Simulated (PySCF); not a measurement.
# C5H12O3Si2: what the fields show

Input file:

```
{"job": {"kind": "nmr", "xc": "PBE0", "basis": "pcSseg-1"}, "charge": 0, "multiplicity": 1}
O      3.233124     1.865280    -1.707712
C      2.288426     2.227007    -1.069886
O      1.373296     1.475776    -0.493035
C      1.484064     0.055157    -0.611006
C      1.175128    -0.700270     0.684796
C      0.176965    -1.588693    -0.087818
Si    -1.547016    -1.811705     0.682091
O     -2.173900    -0.353991     0.985392
Si    -2.482049     1.236326     1.103777
C      0.291220    -0.628124    -1.290386
H      2.048272     3.286421    -0.868760
H      2.452093    -0.183837    -1.059130
H      0.690359    -0.049896     1.410515
H      2.017629    -1.203050     1.155469
H      0.629787    -2.551298    -0.325908
H     -2.450999    -2.461319    -0.264394
H     -1.441927    -2.486881     1.973589
H     -1.386939     1.970358     0.473567
H     -2.573211     1.510178     2.536208
H     -3.750270     1.441504     0.407284
H      0.491519    -1.079208    -2.259946
H     -0.555982     0.049651    -1.375554
```

Launched as:

```sh
OMP_NUM_THREADS=1 python probes_run.py task.json out
```

Geometry: GFN2-xTB.

The calculation used PySCF 2.14.0, PBE0/pcSseg-1, SCF density, gas phase, non-relativistic.

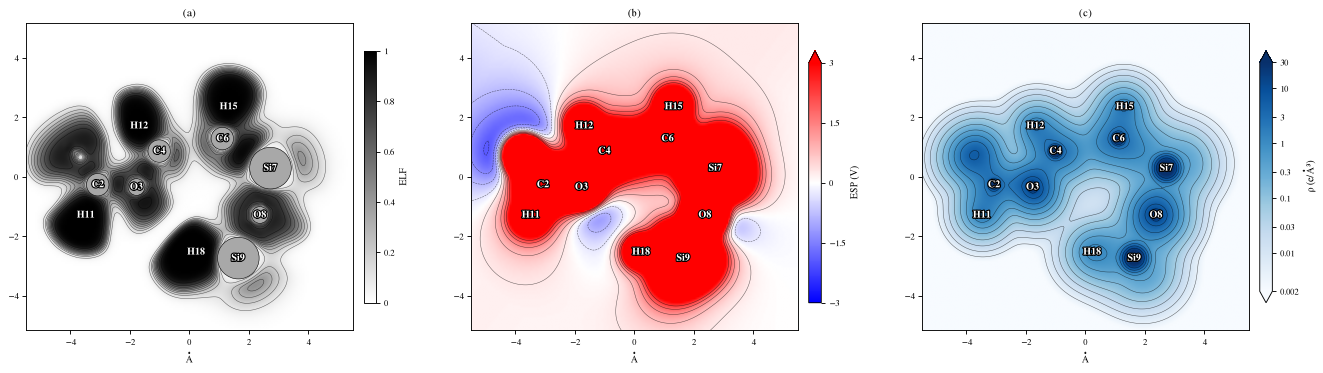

Figure 1. (a) electron localisation function; (b) molecular electrostatic potential; (c) total electron density on the plane of atoms Si7, C6 and H15. Grey discs cover the atomic cores in the ELF map.

Question: Read the bonding off the picture.

Answer:
- The plane passes through C, O, Si and H nuclei.
- Si–O (1.62 Å): ρ at the midpoint is about 1.1 e/Å³; the ELF peaks at about 0.85 between the atoms: a short, strongly polar bond.
- C–Si (1.90 Å): ρ is about 0.94 e/Å³ halfway; the ELF peaks at about 0.95 between the atoms: localised, covalent bonding.
- C–H (1.10 Å): ρ is about 2.1 e/Å³ halfway; the ELF climbs to about 1 towards the hydrogen, as it does in any bond to H; an ordinary covalent bond to hydrogen.
- C–O (1.32 Å): ρ is about 2.6 e/Å³ halfway; the ELF peaks at about 0.90 between the atoms; a shared but strongly polarised pair.
- Si–H (1.46 Å): ρ at the midpoint is about 0.83 e/Å³; the ELF climbs to about 1 towards the hydrogen.
- The ELF also peaks beside O8 and O1, away from the bonds: lone-pair regions.
- Outside the dense part of the molecule the potential is most negative (−1.9 V) near O1, which lies off the plane.

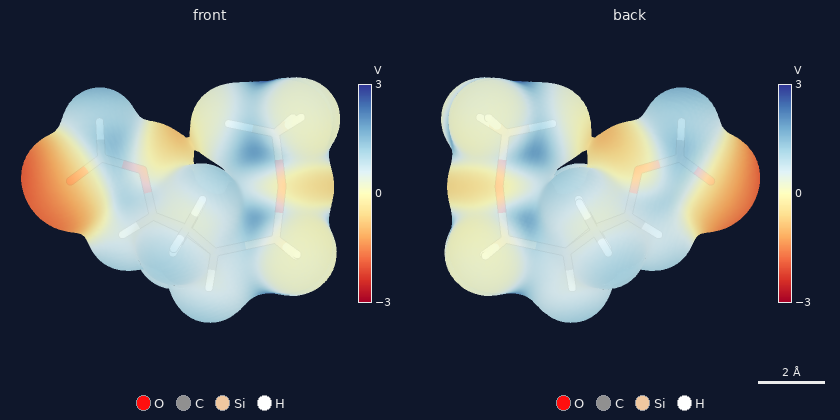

Figure 2. The electrostatic potential painted on the density surface at 0.004 e/bohr³, seen from the front and from behind; the colour scale runs from red (negative) to blue (positive).

Question: Where is the surface potential most negative and most positive?

Answer: The most negative region (about −1.8 V) lies over O1, the most positive (about +2.4 V) over Si7 and Si9. O1 is the likeliest acceptor of a hydrogen bond.

Question: What dipole moment does the calculation give?

Answer: Its dipole moment is 1.48 D.
